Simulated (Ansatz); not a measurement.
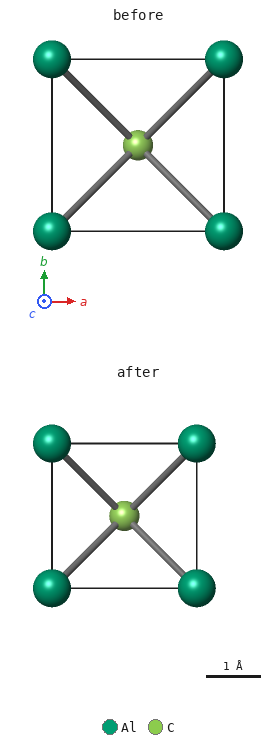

The structure of a crystal of AlC (a generated structure, set up in Pm-3m) (coarse preliminary run) before (top) and after (bottom) a relaxation, at one scale.

The picture is a ball-and-stick view of the cell of the calculation, seen along the c axis.

These are results of DFT PBE, scalar-relativistic, plane waves, PAW (Ansatz), not measurements. (plane-wave cutoff 420 eV; k-point mesh 6 × 6 × 6; occupations gaussian; smearing width 0.1 eV; no spin polarisation; cell and atoms relaxed; force threshold 0.04 eV/Å; at most 70 steps)

> Describe what moved and what it gained.

The atoms keep their places relative to the cell (all moves are under 0.005 Å). The volume changes by −40.4 %, with a = b = c 3.199 → 2.692 Å (−15.8 %). Some distances before and after: Al–C 2.771 → 2.332 Å. The space group stays Pm-3m (No. 221). After 5 accepted moves (6 points after the start) the energy has fallen by 902 meV per atom. All forces vanish by symmetry, so only the cell relaxes. The pressure goes from −26.77 to −0.20 GPa. At 1 point the geometry stayed and the basis and grid were re-selected for the new cell (energy shift of 1.6 meV per atom at most each time). Cost: 3.4 s on 1 thread of Arm Neoverse V2 (shared host), peak memory 0.26 GiB.
